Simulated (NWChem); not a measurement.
# One shape, several levels: doublet [AsH3]+

Aim: a comparison of 3 runs (UM06-2X/cc-pVTZ, U-wB97X/cc-pVTZ, UCAM-B3LYP/cc-pVTZ) of doublet [AsH3]+. 

The calculation is run with NWChem 7.3.0.

## (1) Starting point

[AsH3]+: 4 atoms, total charge +1, spin state doublet. SMILES of the parent species: `[AsH3]`. The shape is that of a PBE0-D4/def2-TZVP optimisation. That shape belongs to the parent species and isn't relaxed for this state.

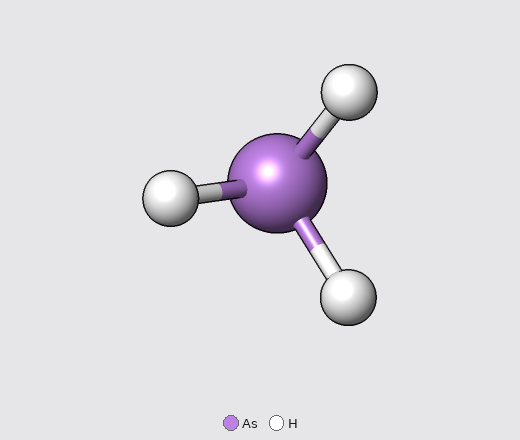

Viewed from a chosen angle; arsenic purple, hydrogen white.

## (2) The energy at UM06-2X/cc-pVTZ (run 1)

Contents of calc.nw:

```
start calc
title "AsH3 energy"
memory stack 880 mb heap 220 mb global 1100 mb
charge 1

geometry units angstroms noautosym nocenter noautoz
   As      -0.215800       0.487600      -0.346000
   H        0.349900       0.630300       1.059400
   H       -1.068000      -0.705500       0.061100
   H        0.933900      -0.412500      -0.774500
end

basis "ao basis" spherical bse
   As library cc-pVTZ
   H library cc-pVTZ
end

dft
   xc m06-2x
   mult 2
   grid xfine
   convergence energy 1e-08
   maxiter 100
   mulliken
   print low
end

task dft energy
```

Started as:

```console
$ nwchem calc.nw > calc.out
```

Standard output:

```text
[...]
 d= 0,ls=0.0,diis     1  -2236.9284805861 -2.27D+03  1.37D-02  2.23D+00    13.5
[...]
 d= 0,ls=0.0,diis    10  -2237.3285874614 -9.15D-09  9.14D-07  1.48D-09    84.3
[...]
         Total DFT energy =    -2237.328587461387
      One electron energy =    -3174.899926502631
           Coulomb energy =      986.342594165015
    Exchange-Corr. energy =      -83.924435606627
 Nuclear repulsion energy =       35.153180482855
[...]
      Total Density - Mulliken Population Analysis
     ---------------------------------------------
    Atom       Charge   Shell Charges
 -----------   ------   -------------------------------------------------------
    1 As  33    32.46   2.00  2.01  1.87  0.39  1.03  0.26  6.00  5.84  0.64  1.89  0.40  9.65  0.39  0.08  0.01
    2 H    1     0.85   0.22  0.48  0.12  0.00  0.02  0.00
    3 H    1     0.85   0.22  0.48  0.12  0.00  0.02  0.00
    4 H    1     0.85   0.22  0.48  0.12  0.00  0.02  0.00
[...]
      <S2> =      0.7529 (Exact =     0.7500)
[...]
```

It took 85 s on 1 thread of AMD EPYC 9R14 (Zen 4), shared host; peak memory 0.14 GiB.

## (3) The energy at U-wB97X/cc-pVTZ (run 2)

Contents of ash3.nw:

```
start ash3
title "AsH3"
memory total 2200 mb
charge 1

geometry units angstroms noautosym nocenter noautoz
  As   -0.215800    0.487600   -0.346000
  H     0.349900    0.630300    1.059400
  H    -1.068000   -0.705500    0.061100
  H     0.933900   -0.412500   -0.774500
end

basis spherical bse
  As library cc-pVTZ
  H library cc-pVTZ
end

dft
  xc wb97x
  mult 2
  grid xfine
  convergence energy 1e-08
  iterations 100
  mulliken
  print medium
end

task dft energy
```

Started as:

```console
$ nwchem ash3.nw > ash3.out
```

Standard output:

```text
[...]
          Wavefunction type:  spin polarized.
          No. of atoms     :     4
          No. of electrons :    35
[...]
          Charge           :     1
          Spin multiplicity:     2
[...]
          AO basis - number of functions:    85
[...]
              XC Information
              --------------
                       wb97x  Method XC Functional
                     Hartree-Fock (Exact) Exchange  1.000
                         wb97x Exchange Functional  1.000
                      wb97x Correlation Functional  1.000
[...]
 d= 0,ls=0.0,diis     1  -2236.9305461504 -2.27D+03  1.35D-02  2.36D+00    14.8
[...]
 d= 0,ls=0.0,diis    10  -2237.3569319104 -6.60D-09  9.61D-08  6.10D-11   117.8
[...]
         Total DFT energy =    -2237.356931910449
      One electron energy =    -3174.362848145333
           Coulomb energy =      985.745504301548
    Exchange-Corr. energy =      -83.892768549519
 Nuclear repulsion energy =       35.153180482855
[...]
      Total Density - Mulliken Population Analysis
     ---------------------------------------------
    Atom       Charge   Shell Charges
 -----------   ------   -------------------------------------------------------
    1 As  33    32.46   2.00  2.01  1.94  0.45  0.91  0.29  6.00  5.84  0.70  1.80  0.39  9.60  0.43  0.08  0.01
    2 H    1     0.85   0.22  0.49  0.11  0.00  0.02  0.00
    3 H    1     0.85   0.22  0.49  0.11  0.00  0.02  0.00
    4 H    1     0.85   0.22  0.49  0.11  0.00  0.02  0.00
[...]
      <S2> =      0.7516 (Exact =     0.7500)
[...]
```

Run time: 2 min. Hardware: 1 thread of AMD EPYC 9R14 (Zen 4), shared host; peak memory 0.2 GiB.

## (4) The energy at UCAM-B3LYP/cc-pVTZ (run 3)

Contents of ash3.xyz:

```xyz
4
AsH3 energy
As    -0.215800     0.487600    -0.346000
H      0.349900     0.630300     1.059400
H     -1.068000    -0.705500     0.061100
H      0.933900    -0.412500    -0.774500
```

Contents of ash3.nw:

```
echo
start ash3
title "AsH3 energy"
memory total 2200 mb
charge 1

geometry noautosym nocenter noautoz
   load ash3.xyz
end

basis spherical bse
   * library cc-pVTZ
end

dft
   xc xcamb88 1.00 lyp 0.81 vwn_5 0.19 hfexch 1.00
   cam 0.33 cam_alpha 0.19 cam_beta 0.46
   mult 2
   grid xfine
   convergence energy 1e-08
   direct
   maxiter 100
   mulliken
end

task dft energy
```

Started as:

```console
$ nwchem ash3.nw > ash3.out
```

Standard output:

```text
[...]
          Wavefunction type:  spin polarized.
          No. of atoms     :     4
          No. of electrons :    35
[...]
          Charge           :     1
          Spin multiplicity:     2
[...]
          AO basis - number of functions:    85
[...]
              XC Information
              --------------
                     Hartree-Fock (Exact) Exchange  1.000
                   CAM-Becke88 Exchange Functional  1.000
                      VWN V Correlation Functional  0.190 local
              Lee-Yang-Parr Correlation Functional  0.810
[...]
 d= 0,ls=0.0,diis     1  -2237.0111506700 -2.27D+03  1.39D-02  2.39D+00    14.2
[...]
 d= 0,ls=0.0,diis    11  -2237.4381363851 -4.68D-10  4.60D-08  1.17D-11   121.2
[...]
         Total DFT energy =    -2237.438136385104
      One electron energy =    -3174.284663157763
           Coulomb energy =      985.657518406445
    Exchange-Corr. energy =      -83.964172116642
 Nuclear repulsion energy =       35.153180482855
[...]
      Total Density - Mulliken Population Analysis
     ---------------------------------------------
    Atom       Charge   Shell Charges
 -----------   ------   -------------------------------------------------------
    1 As  33    32.45   2.00  2.01  1.93  0.47  0.92  0.26  6.00  5.84  0.72  1.76  0.42  9.59  0.44  0.08  0.01
    2 H    1     0.85   0.22  0.47  0.13  0.00  0.02  0.00
    3 H    1     0.85   0.22  0.47  0.13  0.00  0.02  0.00
    4 H    1     0.85   0.22  0.47  0.13  0.00  0.02  0.00
[...]
      <S2> =      0.7519 (Exact =     0.7500)
[...]
```

Wall time 2 min (1 thread of AMD EPYC 9R14 (Zen 4), shared host); peak memory 0.2 GiB.

## (5) All runs side by side

| run | level | energy (Eh) | ⟨S²⟩ | wall time |
| --- | --- | --- | --- | --- |
| 1 | UM06-2X/cc-pVTZ | -2237.328587 | 0.753 | 85 s |
| 2 | U-wB97X/cc-pVTZ | -2237.356932 | 0.752 | 2 min |
| 3 | UCAM-B3LYP/cc-pVTZ | -2237.438136 | 0.752 | 2 min |

## (6) Outcome

| quantity | value |
| --- | --- |
| run 3: total energy | -2237.43814 Eh |
| run 3: HOMO energy (highest over α and β) | -18.26 eV |
| run 3: LUMO energy (lowest over α and β) | -11.91 eV |
| run 3: ⟨S²⟩ | 0.752 |

What this shows: Totals of different functionals can't be ranked against each other. All runs together took 5.4 min, the longest 2 min.
